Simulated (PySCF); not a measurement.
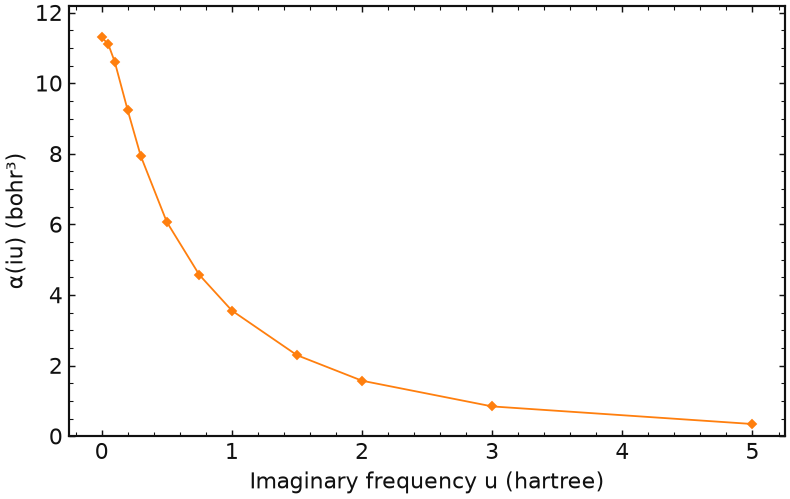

Dipole polarisability at imaginary frequency of Zr²⁺ ([Kr] 4d²). Coupled response at the HF level; PySCF, aug-cc-pVTZ-PP with a 28-electron core potential, unrestricted single determinants, no spin-orbit coupling. The static dipole polarisability is 11.3 bohr³; α(iu) falls to half of it near u = 0.56 hartree. The Casimir–Polder integral gives C₆ = 55.8 hartree bohr⁶ for two such species.

Atomic calculation for Zr²⁺

- system: Zr²⁺, configuration 1s2 2s2 2p6 3s2 3p6 3d10 4s2 4p6 4d2, multiplicity 3.
- method: unrestricted HF, aug-cc-pVTZ-PP with ECP28, scalar-relativistic core potential (PySCF)

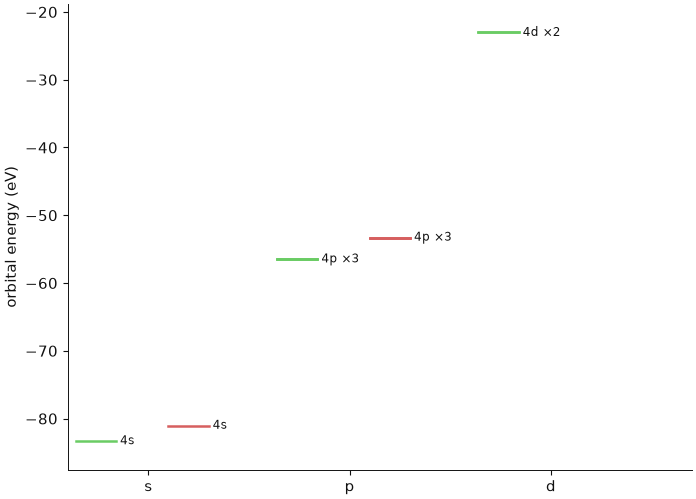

Orbital energies of the mean field, from the top down to −83.3 eV, by angular momentum, α spin at the left of each column and β at the right; ×n counts the orbitals under one label. The highest filled orbital is 4d α at −23.0 eV, the lowest empty one s α at −12.1 eV.

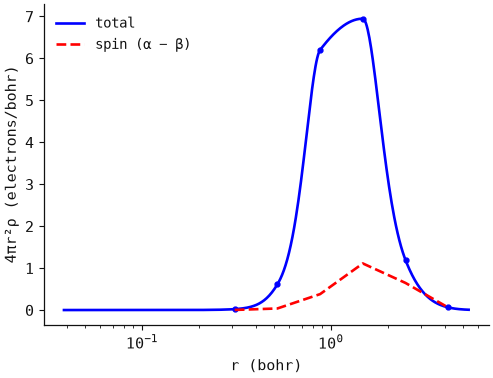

Spherically averaged radial density 4πr²ρ of the mean field (valence electrons alone, under a core potential) and its spin part; markers are the stored points, which are sparse, and the line is a monotone interpolation between them. The largest stored value is 6.94 electrons/bohr at r = 1.5 bohr. Root-mean-square radii of the shells: 4s 1.31, 4p 1.47, 4d 2.15 bohr.

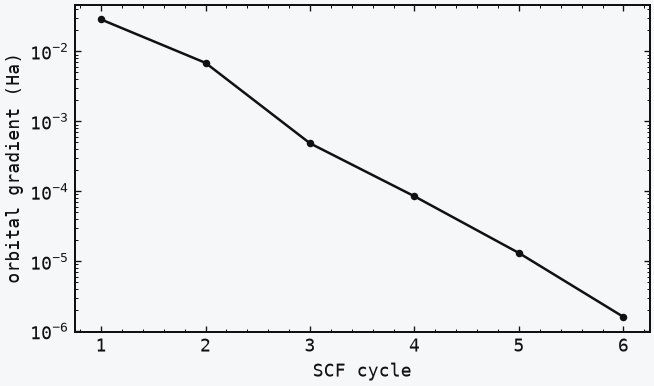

Convergence: orbital gradient against the SCF cycle. The residual falls at every step. It goes from 0.029 to 1.6×10⁻⁶ in 6 steps.

Input and output of the run follow.

**Input file**
```python
from pyscf import gto, scf, dft, mp, cc
mol = gto.M(atom="Zr 0 0 0", charge=2, spin=2, symmetry="D2h",
            basis="aug-cc-pVTZ-PP",
            ecp="aug-cc-pVTZ-PP")
mf = scf.UHF(mol)
mf.irrep_nelec = {'Ag': (2, 1), 'B1g': (1, 0), 'B1u': (1, 1), 'B2u': (1, 1), 'B3u': (1, 1)}
mf.kernel()
```

The script is an equivalent of what the driver set up; the driver started from orbitals of its own, so the log can be shorter than this script's would be, and it computed the properties (radii, ⟨L²⟩, response) afterwards. It held the occupations shell by shell, which the script's counts by irreducible representation don't always enforce.

**The program's output (extracts)**
```
damping factor = 0
level_shift factor = 0
DIIS = <class 'pyscf.scf.diis.CDIIS'>
diis_start_cycle = 1
diis_space = 10
diis_damp = 0
SCF conv_tol = 1e-09
SCF conv_tol_grad = None
number electrons alpha = 6  beta = 4
cycle= 1 E= -45.6636718888524  delta_E= -0.00686  |g|= 0.0286  |ddm|= 0.0571
cycle= 2 E= -45.6640220636963  delta_E= -0.00035  |g|= 0.00685  |ddm|= 0.0136
cycle= 3 E= -45.6640458003866  delta_E= -2.37e-05  |g|= 0.000485  |ddm|= 0.00809
cycle= 4 E= -45.6640460879926  delta_E= -2.88e-07  |g|= 8.47e-05  |ddm|= 0.00125
cycle= 5 E= -45.6640460941493  delta_E= -6.16e-09  |g|= 1.31e-05  |ddm|= 0.000341
cycle= 6 E= -45.6640460942603  delta_E= -1.11e-10  |g|= 1.6e-06  |ddm|= 5.02e-05
converged SCF energy = -45.6640460942603  <S^2> = 2.0049882  2S+1 = 3.0033236
```

**Summary**

| quantity | value |
| --- | --- |
| outcome | converged |
| total energy (valence electrons, under a core potential) | −45.664046 hartree |
| ⟨S²⟩ | 2.005 |
| ⟨L²⟩ | 12.06 |
| static polarisability | 11.3 bohr³ |
| C₆ of the like pair | 55.8 hartree bohr⁶ |
| SCF iterations | 6 |
| hardware | 1 CPU thread, shared host |
| CPU time | 9.5 s (integrals apart) |
